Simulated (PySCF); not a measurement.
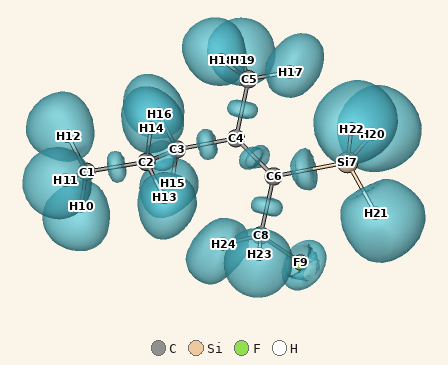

*C7H15FSi (SMILES CCC/C(C)=C(/[SiH3])CF). Isosurface of the electron localisation function at 0.85 (cyan), seen at a tilt. Core shells and regions of very low density are left out.*

Geometry: GFN2-xTB.

All numbers below come from PySCF, PBE0/pcSseg-1, SCF density, gas phase, non-relativistic.

The calculation's input:

```
{"job": {"kind": "nmr", "xc": "PBE0", "basis": "pcSseg-1"}, "charge": 0, "multiplicity": 1}
C     -3.265878    -0.445013     0.513078
C     -1.860791     0.143782     0.538705
C     -1.011002    -0.374936    -0.627611
C      0.369725     0.232974    -0.623007
C      0.492421     1.413785    -1.537315
C      1.386161    -0.198660     0.128878
Si     3.109647     0.593088     0.162536
C      1.253071    -1.381989     1.042105
F      2.382004    -2.175047     0.979322
H     -3.228386    -1.529280     0.593720
H     -3.857318    -0.059336     1.340082
H     -3.770074    -0.189411    -0.416485
H     -1.371576    -0.108179     1.482013
H     -1.923122     1.232813     0.479852
H     -0.960978    -1.464614    -0.573751
H     -1.510007    -0.117266    -1.564359
H      1.446999     1.918185    -1.430053
H     -0.308510     2.125214    -1.336863
H      0.389509     1.085814    -2.572129
H      3.746972     0.441629    -1.147832
H      3.919430    -0.040663     1.198478
H      2.977121     2.018970     0.494115
H      1.168042    -1.062411     2.088588
H      0.414805    -2.039687     0.795488
```

Launched as:

```sh
OMP_NUM_THREADS=1 python probes_run.py task.json out
```

Where are the electrons localised?

Answer. The surface consists of six regions between bonded C–C atoms (shared pairs), one region between bonded C–Si atoms (shared pairs), 15 regions around hydrogen nuclei and one region wrapped around F (its lone pairs, merged into a ring or cap). Profiles from the grid: C–C (1.34 Å): the ELF peaks at about 0.90 between the atoms (a short, multiple covalent bond). C–F (1.38 Å): the ELF peaks at about 0.85 between the atoms: a polar covalent bond.
